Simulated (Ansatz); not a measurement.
# RbYbF3 (Pm-3m): following an unstable mode, part 3 of 3

Aim: this structure of RbYbF3 (Pm-3m) is to be tested for unstable modes, and one is followed downhill.

Ansatz 0.2.0; DFT PBEsol+U, scalar-relativistic, plane waves, PAW.

So far. Step 5 (Energy along the mode, all amplitudes (two of the runs …): The lowest of the steps tried is at 0.45 Å, 8.8 meV/atom below the parent; the bottom of the well need not coincide with a step. Step 7 (The new phase in its own primitive cell): The largest force component left is 0.028 meV/Å and the pressure is -0.005 GPa, within the tolerances set. The cell now holds 18.27 Å³/atom. The relaxed cell has a = 6.317, c = 9.158 Å (conventional setting).

## Step 8: Modes of the new phase, k-mesh 6×6×6

A relaxed structure may still be a saddle point, so its zone-centre modes are computed. The response to a homogeneous field gives the Born charges and the dielectric tensor.

Contents of input.yaml:

```yaml
crystal:
  lattice:
    - [-3.1583732293, 3.1583732293, 4.5787821651]
    - [3.1583732293, -3.1583732293, 4.5787821651]
    - [3.1583732293, 3.1583732293, -4.5787821651]
  atoms:
    - { symbol: Rb, position: [0.25, 0.75, 0.5] }
    - { symbol: Rb, position: [0.75, 0.25, 0.5] }
    - { symbol: Yb, position: [0.0, 0.0, 0.0] }
    - { symbol: Yb, position: [0.5, 0.5, 0.0] }
    - { symbol: F, position: [0.1934159467, 0.3065840533, 0.5] }
    - { symbol: F, position: [0.8065840533, 0.6934159467, 0.5] }
    - { symbol: F, position: [0.75, 0.75, 0.0] }
    - { symbol: F, position: [0.25, 0.25, 0.0] }
    - { symbol: F, position: [0.3065840533, 0.8065840533, 0.1131681067] }
    - { symbol: F, position: [0.6934159467, 0.1934159467, 0.8868318934] }
kpoints:
  mp_grid: { grid: [6, 6, 6] }
hamiltonian:
  xc: pbesol
  hubbard: { sites: [{ species: Yb, l: f, u_eff: 6.0 }] }
scf:
  occupations: { method: fixed }
  convergence: { dr2_threshold: 1.0e-10 }
output:
  eigenvalues: true
phonons:
  method: dfpt
  dielectric: true
  rigid_motions: translations
```

Started as:

```sh
$ ansatz run input.yaml --threads 8 --pin off --max-ram 14336MiB --backend cpu --events-out ev --progress --plain --runs-dir out
```

Numbers of over 12 decimals in the logs are rounded to 6 here.

The program printed:

```text
[...]
Crystal: 10 atoms, lattice volume = 182.699 Å³
Basis set: ecut = 420 eV, 3567 PW (Γ), exchange–correlation on 96×96×96 points (8 copies of the dense FFT grid, shifted against one another)
Bands: 65, of which v1, the nominal top of the filled ones, is band 54 counted from 1 (53 counted from 0)
Symmetry: 16 space group operations
k-points: 112 of 216 (irreducible under 1 space group operation, time reversal used)
[...]
SCF iter   1: F=—  HF=-38610.903945 eV  |F-HF|=—  |Δ(HF+E_count)|=         —  Δρ=9.80e-2  dr2=1.63e1  ethr=3.10e-3  ⟨swp⟩=5.9  Hψ=27595  notcnv=0  defer=788
[...]
SCF iter  16: F=-38605.465308 eV  HF=-38605.465308 eV  |F-HF|=7.28e-12  |Δ(HF+E_count)|=  6.55e-11  Δρ=8.46e-8  dr2=1.33e-11  ethr=1.00e-12  ⟨swp⟩=18.0  Hψ=65670  notcnv=0
SCF 1 converged in 16 iterations: F = -38605.465308 eV  dr2 = 1.33e-11
[...]
NSCF: frozen V_eff on 4 k-points
[...]
DFPT response loops at Γ: preconditioner auto → Resta (q_TF=auto, 2.499 Å⁻¹)  ε∞=6.7 (no band partly filled); β = 1.00, the filter's whole step (`scf.mixing.beta` (0.50) is not read by the response loops at its default; to damp them type it under 1.00, their step now; it binds the ground state too); Broyden in place of MSR1
── the response to a field inside a basis, on 6×6×6 k-points: an SCF that follows is theirs, and a resumed run solves both again ──
Bands: 55, of which v1, the nominal top of the filled ones, is band 54 counted from 1 (53 counted from 0)
k-points: 28 of 216
[...]
Eigensolver: Dense (28 Hₖ)
SCF iter   1: F=—  HF=-38605.164838 eV  |F-HF|=—  |Δ(HF+E_count)|=         —  Δρ=5.42e-4  dr2=1.45e-4  ethr=1.00e-1
[...]
SCF iter  10: F=-38605.164966 eV  HF=-38605.164966 eV  |F-HF|=3.64e-11  |Δ(HF+E_count)|=  5.82e-11  Δρ=1.23e-7  dr2=3.50e-11  ethr=1.00e-12
SCF 1 converged in 10 iterations: F = -38605.164966 eV  dr2 = 3.50e-11
[...]
SCF converged after 16 iterations
Free energy (F): -38605.465308 eV
[...]
Internal energy: -38605.465308 eV  (E = F + TS)
E sigma→0 (E₀):  -38605.465308 eV
Fermi energy:    8.028542 eV
[...]
--- Band table (eV; the first three rows and the last of 112) ---
  k-point 0: bands = [... 50 lower, 7.8797, 8.0264, 8.0285, 8.0285, 9.3590, 11.9976, 12.5036, 12.5036, ... 7 higher]
  k-point 1: bands = [... 50 lower, 7.8807, 7.9896, 8.0167, 8.0193, 9.7784, 12.1911, 12.6386, 12.6545, ... 7 higher]
  k-point 2: bands = [... 50 lower, 7.9193, 7.9343, 8.0036, 8.0060, 10.8025, 12.4054, 12.4680, 12.6213, ... 7 higher]
  k-point 111: bands = [... 50 lower, 7.9026, 7.9553, 8.0030, 8.0030, 11.4277, 12.1505, 12.4078, 12.8113, ... 7 higher]
Occupation matrices written to <dir>
[...]
k mesh reduced under 1 symmetry operation, with k and −k counted as one. Each operation leaves every solved perturbation unchanged. A smaller set is not considered because the run has a Hubbard term
  ASR residual: 6.207e-5 → 0.000e0 eV/Å²; symmetrization residual: 5.428e-8 eV/Å²
  ASR residual per site (eV/Å²): 6.21e-5 6.21e-5 5.16e-5 5.16e-5 5.58e-5 5.58e-5 2.00e-5 2.00e-5 5.58e-5 5.58e-5
  Γ frequencies (cm⁻¹): -29.63 -29.63 0.00 0.00 0.00 51.62 51.62 75.07 75.07 83.37 86.75 91.99 91.99 106.82 106.82 120.68 129.89 130.14 131.76 152.08 152.08 180.32 180.32 204.70 330.57 330.57 340.51 359.09 364.61 449.70
  ε∞ (high-frequency dielectric tensor):
        2.339296     0.000000     0.000000
        0.000000     2.339296    -0.000000
        0.000000    -0.000000     2.369133
  softest optical mode at Γ: -29.63 cm⁻¹; the repairs (sum rule, projections) moved no ω² at Γ by more than (0.91 cm⁻¹)²
  Born effective charges Z* (e; rows j = field, columns β = displacement):
    site 0:
         1.20151   -0.00000    0.00000
         0.00000    1.20151   -0.00000
        -0.00000   -0.00000    1.33943
    site 1:
         1.20151   -0.00000   -0.00000
         0.00000    1.20151   -0.00000
        -0.00000   -0.00000    1.33943
    site 2:
         2.41173   -0.05777    0.00000
         0.05777    2.41173    0.00000
         0.00000    0.00000    2.40420
    site 3:
         2.41173    0.05777    0.00000
        -0.05777    2.41173   -0.00000
        -0.00000   -0.00000    2.40420
    site 4:
        -1.35405   -0.42411    0.00000
        -0.42411   -1.35405    0.00000
        -0.00000   -0.00000   -0.95015
    site 5:
        -1.35405   -0.42411    0.00000
        -0.42411   -1.35405    0.00000
        -0.00000    0.00000   -0.95015
    site 6:
        -0.90513   -0.00000    0.00000
         0.00000   -0.90513    0.00000
        -0.00000    0.00000   -1.84333
    site 7:
        -0.90513   -0.00000   -0.00000
         0.00000   -0.90513    0.00000
         0.00000   -0.00000   -1.84333
    site 8:
        -1.35405    0.42411   -0.00000
         0.42411   -1.35405   -0.00000
         0.00000   -0.00000   -0.95015
    site 9:
        -1.35405    0.42411   -0.00000
         0.42411   -1.35405    0.00000
         0.00000    0.00000   -0.95015
  Z* charge neutrality: 7.906e-3 e pre-enforcement
  solved inside a basis spanned on kpoints, on 6×6×6 k-points, its susceptibility summed on 8×8×10: ε∞ is read to err by 9.6e-3, Z* by 2.9e-2 e (field_mesh: kpoints solves on kpoints); Z* is corrected for what the basis lacks
  optical modes at Γ without the LO–TO term, one row a degenerate level:
      ω (cm⁻¹)  modes    IR ((D/Å)²/amu)
        -29.63      2             0.0000
         51.62      2             4.3547
         75.07      2             0.0000
         83.37      1             0.0000
         86.75      1             0.6550
         91.99      2             0.0002
        106.82      2             4.7018
[...]
optical modes at Γ + LO–TO along q̂ = [1.0000, 0.0000, 0.0000]:
      ω (cm⁻¹)  modes    IR ((D/Å)²/amu)
[...]
optical modes at Γ + LO–TO along q̂ = [0.0000, 1.0000, 0.0000]:
      ω (cm⁻¹)  modes    IR ((D/Å)²/amu)
[...]
optical modes at Γ + LO–TO along q̂ = [0.0000, 0.0000, 1.0000]:
      ω (cm⁻¹)  modes    IR ((D/Å)²/amu)
[...]
120.68      1             0.0000
        130.14      1             0.0000
        131.76      1             0.0000
        152.08      2             4.8034
        180.32      2             0.0000
        202.12      1             2.9757
        204.70      1             0.0000
        330.57      2            14.3408
        359.09      1             0.0000
        364.61      1             0.0000
        407.42      1            12.1489
        449.70      1             0.0000
```

The job ended after 3.7 min (8 threads of Intel Xeon Platinum 8488C (Sapphire Rapids), shared host; peak memory 6.7 GiB; 25 min of CPU time).

This step gave:

* sum-rule residual before enforcement: 6.21e-5 eV/Å²
* miss of the charge sum rule: 0.007906 e
* estimated error of the dielectric tensor: 0.009610
* estimated error of the Born charges: 0.02888 e
* point group: 4/mmm
* highest optical mode at the zone centre (no LO-TO term): 449.7 cm⁻¹
* lowest optical zone-centre mode: -29.63 cm⁻¹
* mean high-frequency dielectric constant: 2.349
* largest Born charge (third of the trace): 2.409 e
* top of the zone-centre spectrum with the field: 449.7 cm⁻¹

Without the LO-TO term. Patterns of degenerate modes are one choice out of their space. Modes at Γ, with each element's share of the kinetic energy (negative means imaginary):

| mode | frequency (cm⁻¹) | symmetry | Rb % | Yb % | F % |
| --- | --- | --- | --- | --- | --- |
| 1 | -29.6 | Eg | 24 | 0 | 76 |
| 2 | -29.6 | Eg | 24 | 0 | 76 |
| 3 | 0.0 | acoustic | 27 | 55 | 18 |
| 4 | 0.0 | acoustic | 27 | 55 | 18 |
| 5 | 0.0 | acoustic | 27 | 55 | 18 |
| 6 | 51.6 | Eu | 54 | 8 | 38 |
| 7 | 51.6 | Eu | 54 | 8 | 38 |
| 8 | 75.1 | Eg | 74 | 0 | 26 |
| 9 | 75.1 | Eg | 74 | 0 | 26 |
| 10 | 83.4 | B2g | 99 | 0 | 1 |
| 11 | 86.8 | A2u | 72 | 25 | 3 |
| 12 | 92.0 | Eu | 17 | 16 | 66 |
| 13 | 92.0 | Eu | 17 | 16 | 66 |
| 14 | 106.8 | Eu | 2 | 59 | 39 |
| 15 | 106.8 | Eu | 2 | 59 | 39 |
| 16 | 120.7 | B1u | 0 | 0 | 100 |
| 17 | 129.9 | A2u | 1 | 14 | 85 |
| 18 | 130.1 | A1g | 0 | 0 | 100 |
| 19 | 131.8 | A1u | 0 | 100 | 0 |
| 20 | 152.1 | Eu | 0 | 55 | 45 |
| 21 | 152.1 | Eu | 0 | 55 | 45 |
| 22 | 180.3 | Eg | 2 | 0 | 98 |
| 23 | 180.3 | Eg | 2 | 0 | 98 |
| 24 | 204.7 | B2g | 1 | 0 | 99 |
| 25 | 330.6 | Eu | 0 | 6 | 94 |
| 26 | 330.6 | Eu | 0 | 6 | 94 |
| 27 | 340.5 | A2u | 0 | 6 | 94 |
| 28 | 359.1 | B1g | 0 | 0 | 100 |
| 29 | 364.6 | A2g | 0 | 0 | 100 |
| 30 | 449.7 | A2g | 0 | 0 | 100 |

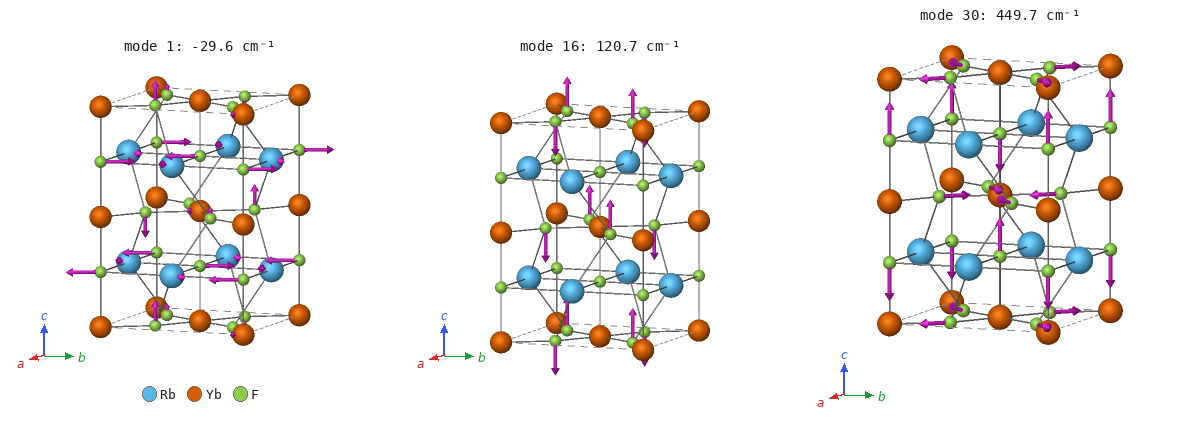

Displacement patterns of modes 1, 16 and 30 at Γ; arrows are exaggerated. Some periodic images of atoms are drawn too.

Optical modes at the zone centre, without and with the macroscopic field of the longitudinal modes; each column is sorted by frequency, so a row need not hold one and the same mode. Modes with and without the field, by row:

| rank among optical modes | no field (cm⁻¹) | q along (1, 0, 0) (cm⁻¹) | q along (0, 0, 1) (cm⁻¹) |
| --- | --- | --- | --- |
| 1 | -29.6 | -29.6 | -29.6 |
| 2 | -29.6 | -29.6 | -29.6 |
| 3 | 51.6 | 51.6 | 51.6 |
| 4 | 51.6 | 73.5 | 51.6 |
| 5 | 75.1 | 75.1 | 75.1 |
| 6 | 75.1 | 75.1 | 75.1 |
| 7 | 83.4 | 83.4 | 83.4 |
| 8 | 86.8 | 86.8 | 90.2 |
| 9 | 92 | 92 | 92 |
| 10 | 92 | 92 | 92 |
| 11 | 106.8 | 106.8 | 106.8 |
| 12 | 106.8 | 120.7 | 106.8 |
| 13 | 120.7 | 128 | 120.7 |
| 14 | 129.9 | 129.9 | 130.1 |
| 15 | 130.1 | 130.1 | 131.8 |
| 16 | 131.8 | 131.8 | 152.1 |
| 17 | 152.1 | 152.1 | 152.1 |
| 18 | 152.1 | 180.3 | 180.3 |
| 19 | 180.3 | 180.3 | 180.3 |
| 20 | 180.3 | 196.5 | 202.1 |
| 21 | 204.7 | 204.7 | 204.7 |
| 22 | 330.6 | 330.6 | 330.6 |
| 23 | 330.6 | 340.5 | 330.6 |
| 24 | 340.5 | 359.1 | 359.1 |
| 25 | 359.1 | 364.6 | 364.6 |
| 26 | 364.6 | 395.5 | 407.4 |
| 27 | 449.7 | 449.7 | 449.7 |

Born charge (rows field, columns displacement) (e), principal values of the symmetric part by kind of site:

| atom | atoms with these values | low | middle | high | mean |
| --- | --- | --- | --- | --- | --- |
| Rb1 | 2 | 1.20 | 1.20 | 1.34 | 1.25 |
| Yb3 | 2 | 2.40 | 2.41 | 2.41 | 2.41 |
| F5 | 4 | -1.78 | -0.95 | -0.93 | -1.22 |
| F7 | 2 | -1.84 | -0.91 | -0.91 | -1.22 |

In full for Rb1:

```
1.20 0.00 0.00
0.00 1.20 0.00
0.00 0.00 1.34
```

High-frequency dielectric tensor:

```
2.34 0.00 0.00
0.00 2.34 0.00
0.00 0.00 2.37
```

Transverse modes; imaginary modes are left out. Lines of the infrared spectrum (strongest = 100):

| position (cm⁻¹) | lines merged | relative intensity |
| --- | --- | --- |
| 52 | 1 | 30 |
| 75 | 1 | 0.0 |
| 83 | 1 | 0.0 |
| 87 | 1 | 4.6 |
| 92 | 1 | 0.0 |
| 107 | 1 | 33 |
| 121 | 1 | 0.0 |
| 130 | 2 | 48 |
| 132 | 1 | 0.0 |
| 152 | 1 | 33 |
| 180 | 1 | 0.0 |
| 205 | 1 | 0.0 |
| 331 | 1 | 100 |
| 340 | 1 | 53 |
| 359 | 1 | 0.0 |
| 365 | 1 | 0.0 |
| 450 | 1 | 0.0 |

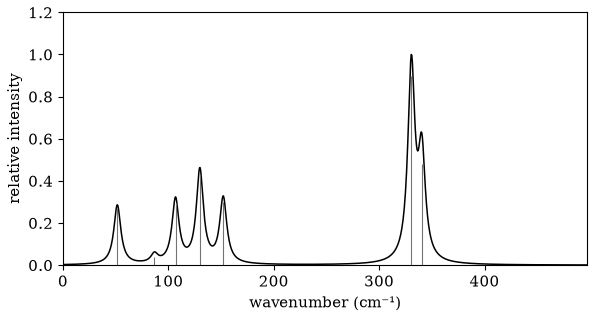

The infrared spectrum, broadened with Lorentzians of width 8 cm⁻¹; bars mark the lines.

Before it was imposed, the acoustic sum rule was missed by 6.2e-5 eV/Å² and the charge sum rule by 0.0079 e. Small misses are needed for a sound result but don't prove that mesh and cutoff are converged. The lowest optical mode is imaginary, 29.6i cm⁻¹, so the energy falls along it.

## Step 9: Results

```yaml
unstable_mode_of_the_parent: q = (-0.5, -0.5, -0.5), 81i cm⁻¹
depth_at_the_lowest_point_sampled: 8.8 meV/atom
largest_atomic_shift_at_that_point: 0.45 Å
space_group_reached_within_0p01_a: I4/mcm
energy_gained_over_the_parent_first_relaxation_on_the_mesh_of_the_frozen_mode: 11.7 meV/atom
volume_per_atom_phase_reached: 18.3 Å³
gap_on_the_k_mesh_phase_reached: 1.33 eV
lowest_optical_zone_centre_mode_phase_reached: -29.6 cm⁻¹
highest_optical_mode_at_the_zone_centre_no_lo_to_term_phase_reached: 450 cm⁻¹
```

**Reading.** Along this mode the structure falls into I4/mcm, 11.7 meV/atom below the parent. At the parent's cell the well is 8.8 meV/atom deep on the steps tried, with its lowest point at a shift of 0.45 Å. Relaxing atoms and cell changes the gain by +2.86 meV/atom against the lowest step (energies at zero smearing). The new phase still has an imaginary mode at the zone centre of its cell, so it is a saddle point on the way to a lower structure. Of the 3 patterns followed to their end from this parent, this one ends 0.366 meV/atom above the lowest, Imma. Another end point lies within 1 meV/atom; how such a difference moves with mesh and cutoff was not tested. Each path keeps the symmetry of its pattern, so a lower phase may lie along a pattern not tried. Spin-orbit coupling is left out, which can matter for the heavy elements here.

[Logs are printed without paths, hosts, clocks, repeated set-up lines and the standing remarks that a program may print on its own settings, such as how far it seeks lower states.]

[Hosts, paths, dates, database ids (printed as entryN), source tags and the programs' standing remarks are cut or masked in the printed files.]
